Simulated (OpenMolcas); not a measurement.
# InHF2 (SMILES [F][InH][F]) at 4 levels

Wanted: a comparison of 4 runs (HF/3-21G, B2PLYP/def2-TZVP, BLYP/def2-TZVP, r2SCAN/def2-TZVP) of InHF2. 

The results are computed with OpenMolcas 26.06.

### Step 1. The system as given

The species is InHF2 (4 atoms), meant as a singlet with charge 0. SMILES: `[F][InH][F]`. The coordinates come from a PBE0-D4/def2-TZVP relaxation.

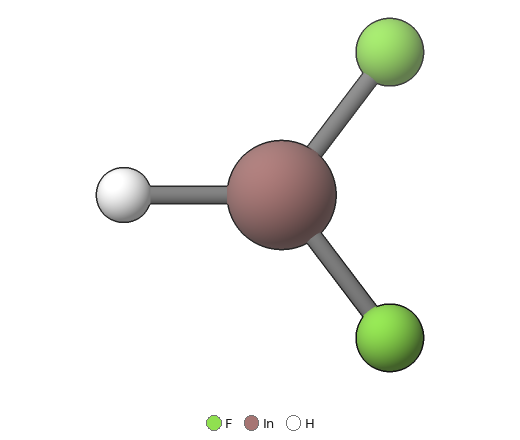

Viewed from a chosen angle; fluorine green, indium brown, hydrogen white.

### Step 2. Energy and gradient at HF/3-21G (run 1)

The input, job.input:

```
* F2HIn Hartree-Fock

&gateway
  baslib
  $CurrDir
  coord
  4
  bohr
  F     -3.20176297    -1.26384883     0.45674680
  In     0.08277000     0.21505083    -0.16705179
  F      2.53374479    -1.89860784     1.53294583
  H      0.69050593     2.83345535    -1.86100229
  basis
  3-21G
  group
  NoSym

&seward

&scf
  thresholds
  1e-10 1e-07 1e-07 1e-05
  prorbitals
  0

&alaska
```

The basis set 3-21G is read from a file made from the Basis Set Exchange's data (not shown).

The run is started by

```
$ export MOLCAS_MEM=1860
$ pymolcas job.input > job.log
```

What it wrote:

```text
--- Start Module: gateway ---
[...]
--- Stop Module: gateway /rc=_RC_ALL_IS_WELL_ ---
[...]
      Basis functions           51
[...]
--- Start Module: scf ---
[...]
       Convergence after  12 Iterations
[...]
::    Total SCF energy                              -5913.1731943889
[...]
      Total spin, S                                     0.0000000000
[...]
      Total electronic charge=   68.000000
      Total            charge=   -0.000000
[...]
      Dipole Moment (debye):
      Origin of the operator (angstrom)=   -0.0085   -0.1118    0.0575
                   X=  6.5514E-01               Y=  2.8246E+00               Z= -1.8268E+00           Total=  3.4270E+00
      Quadrupole Moment (debye*angstrom):
[...]
--- Stop Module: scf /rc=_RC_ALL_IS_WELL_ ---
[...]
--- Start Module: alaska ---
[...]
 *              Molecular gradients               *
 **************************************************
  Irreducible representation: a
 ------------------------------------------------------------------------------------------
                              X                       Y                       Z
 ------------------------------------------------------------------------------------------
  F1               -1.45488266290030E-02   -7.08494688493566E-03    3.12132869033199E-03
  IN2               6.64794124624279E-03    2.87057802955282E-02   -1.85661972406166E-02
  F3                1.06251095743630E-02   -9.87701563257914E-03    7.84896943886437E-03
  H4               -2.72422419170337E-03   -1.17438177780427E-02    7.59589911142999E-03
 ------------------------------------------------------------------------------------------
--- Stop Module: alaska /rc=_RC_ALL_IS_WELL_ ---
[...]
```

Wall time 4.2 s (1 thread of AMD EPYC 7R43 (Zen 3), shared host); peak memory 0.38 GiB.

### Step 3. A single-point energy at B2PLYP/def2-TZVP (core potential) (run 2)

The input, job.input:

```
>>> EXPORT MOLCAS_PRINT=2

&GATEWAY
  BasLib = $CurrDir
  Coord
  4
  angstrom
  F       -1.694300      -0.668800       0.241700
  In       0.043800       0.113800      -0.088400
  F        1.340800      -1.004700       0.811200
  H        0.365400       1.499400      -0.984800
  Basis = def2-TZVP
  Group = NoSym

&SEWARD
  GridInput
  Grid=UltraFine
  End of Grid

&SCF
  KSDFT = B2PLYP_SCF
  Thresholds = 1e-10 1e-07 1e-07 1e-05
  PrOrbitals = 1 1

&MBPT2
  Frozen = 6
```

The basis set def2-TZVP is read from a file made from the Basis Set Exchange's data (not shown).

The run is started by

```
$ export MOLCAS_MEM=1860
$ pymolcas job.input > job.log
```

What it wrote:

```text
--- Start Module: gateway ---
[...]
--- Stop Module: gateway /rc=_RC_ALL_IS_WELL_ ---
[...]
      Basis functions          118
[...]
--- Start Module: scf ---
[...]
       Convergence after  13 Iterations
[...]
::    Total KS-DFT energy                            -389.9900825074
[...]
      Total spin, S                                     0.0000000000
[...]
      Total electronic charge=   40.000000
      Total            charge=   -0.000000
[...]
      Dipole Moment (debye):
      Origin of the operator (angstrom)=   -0.0085   -0.1118    0.0575
                   X=  7.0796E-01               Y=  3.0521E+00               Z= -1.9741E+00           Total=  3.7032E+00
      Quadrupole Moment (debye*angstrom):
[...]
--- Stop Module: scf /rc=_RC_ALL_IS_WELL_ ---
[...]
--- Start Module: mbpt2 ---
[...]
 ###    WARNING: MP2 implementation intended for RHF references only         ###
 ###############################################################################
MBPT2 WARNING: Reference function according to RunFile:KS-DFT
I'll assume you know what you're doing and continue
WARNING!
Default frozen orbitals as non valence orbitals is overwritten by user input.
Default values:   2
[...]
       Reference weight ( Cref**2 )         =        0.79072
::    Total MBPT2 energy                             -390.9307723331
[...]
      Total MBPT2 calculations                           1.08      1.21
--- Stop Module: mbpt2 /rc=_RC_ALL_IS_WELL_ ---
[...]
```

Run time: 40 s. Hardware: 1 thread of AMD EPYC 7R43 (Zen 3), shared host; peak memory 0.73 GiB.

### Step 4. Energy and forces at BLYP/def2-TZVP (core potential) (run 3)

The input, run.input:

```
* F2HIn Kohn-Sham DFT

&GATEWAY
 BasLib=$CurrDir
 Coord
 4
 angstrom
 F       -1.694300      -0.668800       0.241700
 In       0.043800       0.113800      -0.088400
 F        1.340800      -1.004700       0.811200
 H        0.365400       1.499400      -0.984800
 Basis=def2-TZVP
 Group=NoSym

&SEWARD
 GridInput
 Grid=UltraFine
 End of Grid

&SCF
 KSDFT=BLYP
 Thresholds=1e-10 1e-07 1e-07 1e-05
 PrOrbitals=1

&ALASKA
```

The basis set def2-TZVP is read from a file made from the Basis Set Exchange's data (not shown).

The run is started by

```
$ export MOLCAS_MEM=1860
$ pymolcas run.input > run.log
```

What it wrote:

```text
--- Start Module: gateway ---
[...]
--- Stop Module: gateway /rc=_RC_ALL_IS_WELL_ ---
[...]
      Basis functions          118
[...]
--- Start Module: scf ---
[...]
       Convergence after  20 Iterations
[...]
::    Total KS-DFT energy                            -390.5092627600
[...]
      Total spin, S                                     0.0000000000
[...]
      Total electronic charge=   40.000000
      Total            charge=   -0.000000
[...]
      Dipole Moment (debye):
      Origin of the operator (angstrom)=   -0.0085   -0.1118    0.0575
                   X=  6.3561E-01               Y=  2.7402E+00               Z= -1.7723E+00           Total=  3.3247E+00
      Quadrupole Moment (debye*angstrom):
[...]
--- Stop Module: scf /rc=_RC_ALL_IS_WELL_ ---
[...]
--- Start Module: alaska ---
[...]
 *              Molecular gradients               *
 **************************************************
  Irreducible representation: a
 ------------------------------------------------------------------------------------------
                              X                       Y                       Z
 ------------------------------------------------------------------------------------------
  F1                1.46315727766364E-02    6.73358097262255E-03   -2.87790734119220E-03
  IN2              -2.90735822297394E-03   -1.24868064566588E-02    8.07910392004807E-03
  F3               -1.08441706978475E-02    9.54739710393149E-03   -7.65433428183826E-03
  H4               -8.80043855829293E-04   -3.79417161987794E-03    2.45313770303079E-03
 ------------------------------------------------------------------------------------------
--- Stop Module: alaska /rc=_RC_ALL_IS_WELL_ ---
[...]
```

It took 63 s on 1 thread of AMD EPYC 7R43 (Zen 3), shared host; peak memory 0.74 GiB.

### Step 5. Energy and gradient at r2SCAN/def2-TZVP (core potential) (run 4)

The input, test.input:

```
* F2HIn Kohn-Sham DFT
>>> EXPORT MOLCAS_PRINT=2

&GATEWAY
  BasLib=$CurrDir
  Coord
  4
  bohr
  F     -3.20176297    -1.26384883     0.45674680
  In     0.08277000     0.21505083    -0.16705179
  F      2.53374479    -1.89860784     1.53294583
  H      0.69050593     2.83345535    -1.86100229
  Basis=def2-TZVP
  Group=NoSym

&SEWARD
  GridInput
  Grid=UltraFine
  End of Grid

&SCF
  KSDFT=2
  1.0 MGGA_X_R2SCAN
  1.0 MGGA_C_R2SCAN
  Thresholds=1e-10 1e-07 1e-07 1e-05
  PrOrbitals=1 2

&ALASKA
```

The basis set def2-TZVP is read from a file made from the Basis Set Exchange's data (not shown).

The run is started by

```
$ export MOLCAS_MEM=1860
$ pymolcas test.input > test.log
```

What it wrote:

```text
--- Start Module: gateway ---
[...]
--- Stop Module: gateway /rc=_RC_ALL_IS_WELL_ ---
[...]
      Basis functions          118
[...]
--- Start Module: scf ---
[...]
       Convergence after  16 Iterations
[...]
::    Total KS-DFT energy                            -390.5522763832
[...]
      Total spin, S                                     0.0000000000
[...]
      Total electronic charge=   40.000000
      Total            charge=   -0.000000
[...]
      Dipole Moment (debye):
      Origin of the operator (angstrom)=   -0.0085   -0.1118    0.0575
                   X=  6.5860E-01               Y=  2.8393E+00               Z= -1.8364E+00           Total=  3.4450E+00
      Quadrupole Moment (debye*angstrom):
[...]
--- Stop Module: scf /rc=_RC_ALL_IS_WELL_ ---
[...]
--- Start Module: alaska ---
[...]
 *              Molecular gradients               *
 **************************************************
  Irreducible representation: a
 ------------------------------------------------------------------------------------------
                              X                       Y                       Z
 ------------------------------------------------------------------------------------------
  F1                1.06553240489760E-03    9.62673225103572E-04   -5.28598766008415E-04
  IN2              -6.27541310470825E-04   -2.66185651805806E-03    1.72475478657130E-03
  F3               -5.68807385924686E-04    1.13836648901611E-03   -8.31774915319272E-04
  H4                1.30816291494806E-04    5.60816804004105E-04   -3.64381105163680E-04
 ------------------------------------------------------------------------------------------
--- Stop Module: alaska /rc=_RC_ALL_IS_WELL_ ---
[...]
```

It took 63 s on 1 thread of AMD EPYC 7R43 (Zen 3), shared host; peak memory 0.73 GiB.

### Step 6. Overview of the runs

| run | level | task | frozen core orbitals | energy (Eh) | dipole moment (D) | HOMO energy (eV) | LUMO energy (eV) | wall time |
| --- | --- | --- | --- | --- | --- | --- | --- | --- |
| 1 | HF/3-21G | gradient | – | -5913.173194 | 3.43 | -12.92 | 1.10 | 4.2 s |
| 2 | B2PLYP/def2-TZVP (core potential) | energy | 6 | -390.244069 | 3.70 | -11.46 | -0.93 | 40 s |
| 3 | BLYP/def2-TZVP (core potential) | gradient | – | -390.509263 | 3.32 | -8.18 | -2.82 | 63 s |
| 4 | r2SCAN/def2-TZVP (core potential) | gradient | – | -390.552276 | 3.44 | -8.64 | -2.48 | 63 s |

### Step 7. Summary of results

| quantity | value |
| --- | --- |
| run 4: total energy | -390.55228 Eh |
| run 4: dipole moment | 3.44 D |
| run 4: HOMO energy | -8.64 eV |
| run 4: LUMO energy | -2.48 eV |
| run 4: HOMO–LUMO gap | 6.15 eV |
| run 4: largest force on an atom | 0.166 eV/Å |

What this shows: The dipole moment (its size) runs from 3.32 D (BLYP/def2-TZVP) to 3.70 D (B2PLYP/def2-TZVP). A double hybrid's value is that of its SCF part. The HOMO–LUMO gap runs from 5.36 eV (BLYP/def2-TZVP) to 14.02 eV (HF/3-21G). The two ends differ in method and basis and core potential. For B2PLYP the log adds the whole second-order term; the table takes 0.27 of it, as the functional is defined. Totals of different functionals can't be ranked against each other. Some runs of one species differ in core potentials or relativity; totals across that change don't compare. In run 1 relativity is left out where basis or elements ask for it. All runs together took 2.8 min, the longest 63 s.
